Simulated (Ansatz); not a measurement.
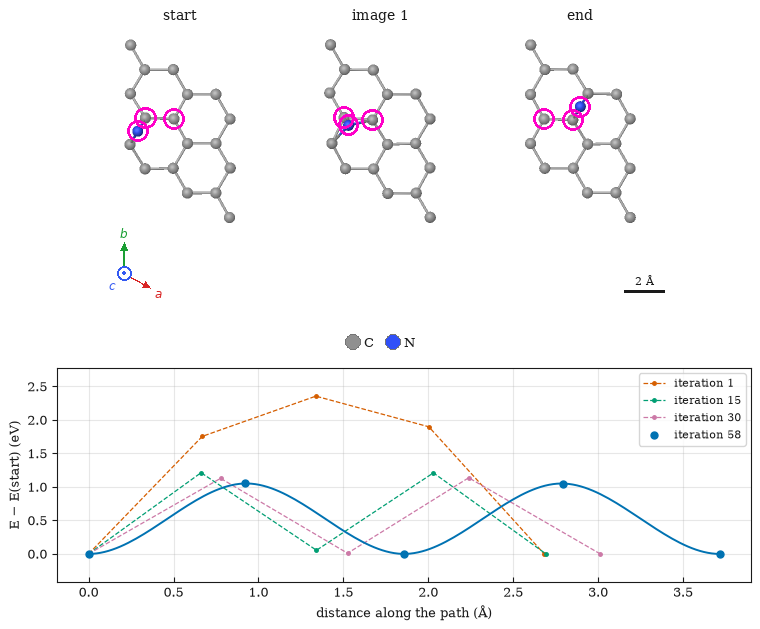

A nudged-elastic-band calculation for N on graphene monolayer (19 atoms in the cell). Images are numbered from 0 (start) to 4 (end). The plot follows the band through its iterations. Style: ball-and-stick. Shown: the simulation cell, with the vacuum cut short (origin moved), along the c axis. The atoms that move most are ringed. Bonds to atoms that aren't drawn are left out.

Computed with DFT LDA, scalar-relativistic, plane waves, PAW in Ansatz. Set-up: plane-wave cutoff 420 eV; k-point mesh 2 × 2 × 1; Gaussian smearing 0.05 eV; spin collinear; 3 movable images; climbing image; force threshold 0.05 eV/Å; iteration limit 80; optimiser FIRE; starting path by image-dependent pair potential.

### Judge this run.

The run is converged, with reservations. The band converged in 58 iterations. The climbing image converged on the top of the path. A check of its curvatures didn't confirm a first-order saddle. The first iteration put the highest image at 2.36 eV. The two ends have the same energy, and the highest point, image 1, lies 1.05 eV above the start. The profile has 2 maxima (images 1, 3) with a dip at image 2 (0.00 eV), so the process runs in steps.

Limits of the set-up: the periodic images lie only 7.4 Å apart, so the values are limited by the cell's size.

Cost: 18 min on 2 threads of Intel(R) Xeon(R) 6975P-C (Granite Rapids) (shared host), peak memory 1.6 GiB.
